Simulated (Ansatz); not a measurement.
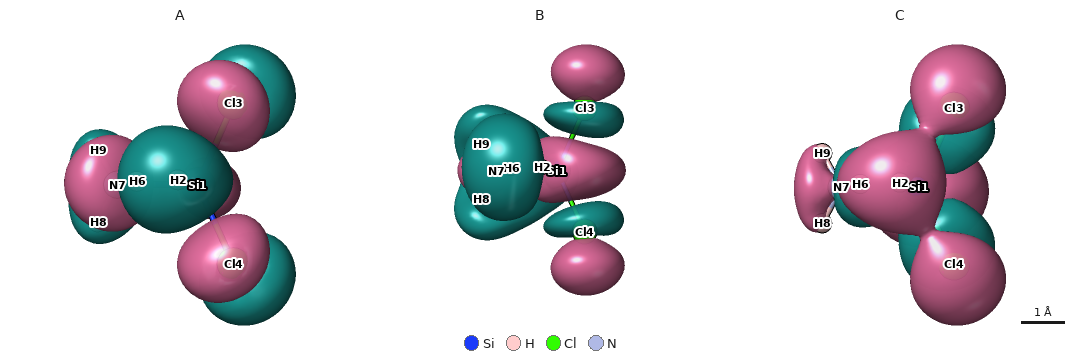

Cl2H4NSi···H. Three frontier orbitals at ±0.06 Å⁻³ᐟ² (teal and pink are the two phases), in no order.

A transition-state structure; geometry: PBE0-D4/def2-TZVP.

The calculation used Ansatz, RKS PBE0-D4/def2-TZVPP.

The calculation's input:

```
crystal:
  periodic: [false, false, false]
  atoms:
    - {symbol: Si, position_ang: [-0.506171, -0.521725, -0.063164]}
    - {symbol: H, position_ang: [1.114952, -0.982201, 0.399710]}
    - {symbol: Cl, position_ang: [-0.144841, -1.653230, -1.760293]}
    - {symbol: Cl, position_ang: [-1.041144, -1.214777, 1.814408]}
    - {symbol: H, position_ang: [-1.847508, -0.025779, -0.460406]}
    - {symbol: H, position_ang: [1.200363, 0.071205, 0.293900]}
    - {symbol: N, position_ang: [0.452209, 1.062979, -0.016571]}
    - {symbol: H, position_ang: [0.183334, 1.731169, 0.697392]}
    - {symbol: H, position_ang: [0.588906, 1.532359, -0.904975]}
basis:
  gaussian: {orbitals: def2-TZVPP}
hamiltonian: {xc: pbe0, dispersion: d4}
output: {orbitals: {seedname: orbitals}}
```

Command:

```sh
ansatz run in.yaml --threads 4 --pin off --events-out ev --progress --plain --max-ram 9574MiB
```

Question: Which picture is the HOMO−1, the HOMO and the LUMO?

Answer: C is the HOMO−1 (−8.42 eV). Its weight (Hirshfeld) is mainly on H5 (about 25 %), Si1 (about 20 %), Cl4 (about 20 %), Cl3 (about 20 %) and H2 (about 10 %). A is the HOMO (−7.52 eV). It lies mainly on H2 (about 20 %), Cl3 (about 20 %), Cl4 (about 20 %), N7 (about 20 %), Si1 (about 10 %) and H6 (about 5 %). B is the LUMO (−0.25 eV). By Hirshfeld shares it lies mainly on Si1 (about 30 %), Cl3 (about 15 %), Cl4 (about 15 %), H6 (about 10 %), N7 (about 5 %) and H2 (about 5 %).

Question: What is the HOMO–LUMO gap?

Answer: 7.27 eV between the orbital energies.
